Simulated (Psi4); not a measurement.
# H2NO (SMILES N[O]) at UM06-L/cc-pVTZ

Aim: the energy change on altering one bond length of H2NO at UM06-L/cc-pVTZ, from 2 runs. 

Program for the calculation: Psi4 1.11.

2 further runs of the same task are left out: 2 set aside as unsound or not needed.

## 1. The molecule

H2NO: 4 atoms, total charge 0, spin state doublet. As SMILES, `N[O]`. The shape is that of a GFN2-xTB optimisation.

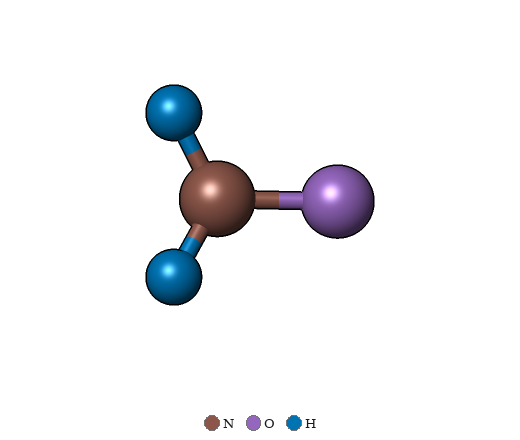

The structure, seen from a chosen angle (nitrogen brown, oxygen purple, hydrogen blue).

## 2. The energy at UM06-L/cc-pVTZ

job.json reads:

```json
{
  "schema_name": "qcschema_input",
  "schema_version": 1,
  "molecule": {
    "schema_name": "qcschema_molecule",
    "schema_version": 2,
    "symbols": ["N", "O", "H", "H"],
    "geometry": [-0.02855376, 0.07768664, -0.20324004, 1.51996341, 0.67506686, 1.54919748, -1.83002968, 0.73795695, -0.09465638, 0.33862002, -1.49071045, -1.25130105],
    "molecular_charge": 0,
    "molecular_multiplicity": 2,
    "fix_symmetry": "c1",
    "fix_com": true,
    "fix_orientation": true
  },
  "driver": "energy",
  "model": {
    "method": "m06-l",
    "basis": "cc-pVTZ"
  },
  "keywords": {
    "reference": "uks",
    "puream": true,
    "e_convergence": 1e-09,
    "d_convergence": 1e-08,
    "scf_type": "pk",
    "dft_radial_points": 99,
    "dft_spherical_points": 590,
    "maxiter": 200,
    "scf_properties": ["LOWDIN_CHARGES", "WIBERG_LOWDIN_INDICES", "QUADRUPOLE"]
  }
}
```

Command:

```bash
$ psi4 --qcschema job.json -n 1 --memory 1600MB
```

stdout:

```text
[...]
                   'protocols': {'error_correction': {'default_policy': True, 'policies': None},
                                 'native_files': 'none',
[...]
  Running in c1 symmetry.
[...]
  Nuclear repulsion =   35.074734173896537
[...]
  Multiplicity = 2
[...]
  Nalpha       = 9
  Nbeta        = 8
[...]
    Number of basis functions: 88
[...]
   @UKS iter   1:  -130.99751252992505   -2.55659e-01   6.03472e-03 DIIS/ADIIS
[...]
   @UKS iter  12:  -131.11632061388218   -1.10845e-12   5.44989e-09 DIIS
[...]
   @S^2 Observed:                7.547393436E-01
[...]
    Orbital Energies [Eh]
    ---------------------
    Alpha Occupied:
       1A    -18.985737     2A    -14.267383     3A     -1.067884
       4A     -0.755714     5A     -0.527986     6A     -0.444410
       7A     -0.400261     8A     -0.240144     9A     -0.180868
    Alpha Virtual:
      10A      0.027414    11A      0.085320    12A      0.171832
      13A      0.300679    14A      0.376134    15A      0.424190
      16A      0.438965    17A      0.499344    18A      0.508979
      19A      0.563408    20A      0.587896    21A      0.625796
      22A      0.688625    23A      0.834400    24A      0.920701
      25A      0.963266    26A      1.086609    27A      1.183876
[...]
  @UKS Final Energy:  -131.11632061388218
   => Energetics <=
    Nuclear Repulsion Energy =             35.0747341738965375
    One-Electron Energy =                -248.5226566903269259
    Two-Electron Energy =                  98.5191245889288041
    DFT Exchange-Correlation Energy =     -16.1875226863805750
    Empirical Dispersion Energy =           0.0000000000000000
    VV10 Nonlocal Energy =                  0.0000000000000000
    Total Energy =                       -131.1163206138821806
[...]
 Multipole Moments:
 ------------------------------------------------------------------------------------
     Multipole            Electronic (a.u.)      Nuclear  (a.u.)        Total (a.u.)
 ------------------------------------------------------------------------------------
 L = 1.  Multiply by 2.5417464519 to convert [e a0] to [Debye]
 Dipole X            :        -11.2788533           10.4684213           -0.8104320
 Dipole Y            :         -5.6109771            5.1915879           -0.4193892
 Dipole Z            :        -10.3364054            9.6249421           -0.7114632
 Magnitude           :                                                    1.1570943
 L = 2.  Multiply by 1.3450342976 to convert [e a0^2] to [Debye ang]
 Quadrupole XX       :        -30.7609131           21.9516895           -8.8092236
 Quadrupole XY       :         -7.2537816            6.3378202           -0.9159615
[...]
```

The result, in JSON:

```text
{
 "driver": "energy",
 "model": {
  "method": "m06-l",
  "basis": "cc-pVTZ"
 },
 "success": true,
 "return_result": -131.11632061388218,
 "properties": {
  "calcinfo_nbasis": 88,
  "calcinfo_nmo": 88,
  "calcinfo_nalpha": 9,
  "calcinfo_nbeta": 8,
  "calcinfo_natom": 4,
  "nuclear_repulsion_energy": 35.07473417389654,
  "return_energy": -131.11632061388218,
  "scf_one_electron_energy": -248.52265669032693,
  "scf_two_electron_energy": 98.5191245889288,
  "scf_xc_energy": -16.187522686380575,
  "scf_dipole_moment": [-0.8104320188211105, -0.4193892066730074, -0.7114632487440389],
  "scf_total_energy": -131.11632061388218,
  "scf_iterations": 12
 }
}
```

Wall time 25 s (1 thread of Intel Xeon 6975P-C (Granite Rapids), shared host); peak memory 1 GiB.

## 3. The distorted shape: energy and forces at UM06-L/cc-pVTZ

h2no.inp reads:

```
memory 1600 MB

molecule m {
  0 2
  N     -0.044257     0.165614    -0.024352
  O      0.775183     0.481734     0.902998
  H     -0.997557     0.515014     0.033108
  H      0.179190    -0.788850    -0.662160
  units angstrom
  symmetry c1
}

set basis cc-pVTZ
set reference uks
set puream true
set e_convergence 1e-09
set d_convergence 1e-08
set scf_type pk
set dft_radial_points 99
set dft_spherical_points 590
set maxiter 200

energy_value, wavefunction = gradient('m06-l', return_wfn=True)
oeprop(wavefunction, 'MULLIKEN_CHARGES', 'DIPOLE', 'MAYER_INDICES', title='M06-L')
print_variables()
```

Command:

```bash
$ psi4 -i h2no.inp -o h2no.out -n 1
```

h2no.out:

```text
[...]
  Running in c1 symmetry.
[...]
  Nuclear repulsion =   34.448580463306463
[...]
  Multiplicity = 2
[...]
  Nalpha       = 9
  Nbeta        = 8
[...]
    Number of basis functions: 88
[...]
   @UKS iter   1:  -130.97786154188202   -2.80286e-01   6.07638e-03 DIIS/ADIIS
[...]
   @UKS iter  12:  -131.10313279386006   -1.57456e-11   9.94527e-09 DIIS
[...]
   @S^2 Observed:                7.552967529E-01
[...]
  @UKS Final Energy:  -131.10313279386006
   => Energetics <=
    Nuclear Repulsion Energy =             34.4485804633064632
    One-Electron Energy =                -247.3416902324743489
    Two-Electron Energy =                  97.9164879399028791
    DFT Exchange-Correlation Energy =     -16.1265109645950417
    Empirical Dispersion Energy =           0.0000000000000000
    VV10 Nonlocal Energy =                  0.0000000000000000
    Total Energy =                       -131.1031327938600555
[...]
  -Total Gradient:
     Atom            X                  Y                   Z
    ------   -----------------  -----------------  -----------------
       1       -0.031009231177     0.050831808762     0.024721893886
       2        0.012314075121     0.004812728830     0.013031973141
       3       -0.000361442557     0.005047273651     0.002554343517
       4        0.019055663178    -0.060725845788    -0.040313841347
[...]
 Multipole Moments:
 ------------------------------------------------------------------------------------
     Multipole            Electronic (a.u.)      Nuclear  (a.u.)        Total (a.u.)
 ------------------------------------------------------------------------------------
 L = 1.  Multiply by 2.5417464519 to convert [e a0] to [Debye]
 Dipole X            :          0.6041812           -1.4055609           -0.8013797
 Dipole Y            :          0.4173210           -0.8263925           -0.4090715
 Dipole Z            :          0.6817079           -1.3749091           -0.6932011
 Magnitude           :                                                    1.1358154
[...]
  Mulliken Charges: (a.u.)
   Center  Symbol    Alpha    Beta     Spin     Total
       1     N     3.72764  3.32150  0.40614 -0.04913
       2     O     4.46363  3.85940  0.60423 -0.32303
       3     H     0.41397  0.40924  0.00473  0.17680
       4     H     0.39477  0.40987 -0.01510  0.19536
   Total alpha =  9.00000, Total beta =  8.00000, Total charge =  0.00000
  Mayer Bond Indices:
  Total Bond Index:
  Irrep: 1 Size: 4 x 4
[...]
```

Wall time 28 s (1 thread of Intel Xeon 6975P-C (Granite Rapids), shared host); peak memory 1 GiB.

## 4. What came out

At UM06-L/cc-pVTZ:

| quantity | value |
| --- | --- |
| first shape: total energy | -131.11632 Eh |
| first shape: dipole moment | 2.94 D |
| first shape: HOMO energy (highest over α and β) | -4.92 eV |
| first shape: LUMO energy (lowest over α and β) | -2.52 eV |
| first shape: ⟨S²⟩ | 0.755 |
| distorted shape: total energy | -131.10313 Eh |
| distorted shape: dipole moment | 2.89 D |
| distorted shape: HOMO energy (highest over α and β) | -4.88 eV |
| distorted shape: LUMO energy (lowest over α and β) | -2.52 eV |
| distorted shape: ⟨S²⟩ | 0.755 |
| distorted shape: largest force on an atom | 3.874 eV/Å |
| energy change with the N1–H4 bond stretched from 1.017 to 1.169 Å | 0.359 eV |

In words: With the N1–H4 bond stretched from 1.017 to 1.169 Å the energy rises by 0.36 eV (34.6 kJ/mol). The first shape isn't relaxed at this level, so the change isn't measured from a minimum. Mulliken charges (distorted shape) run from -0.32 on O2 to +0.20 on H4.
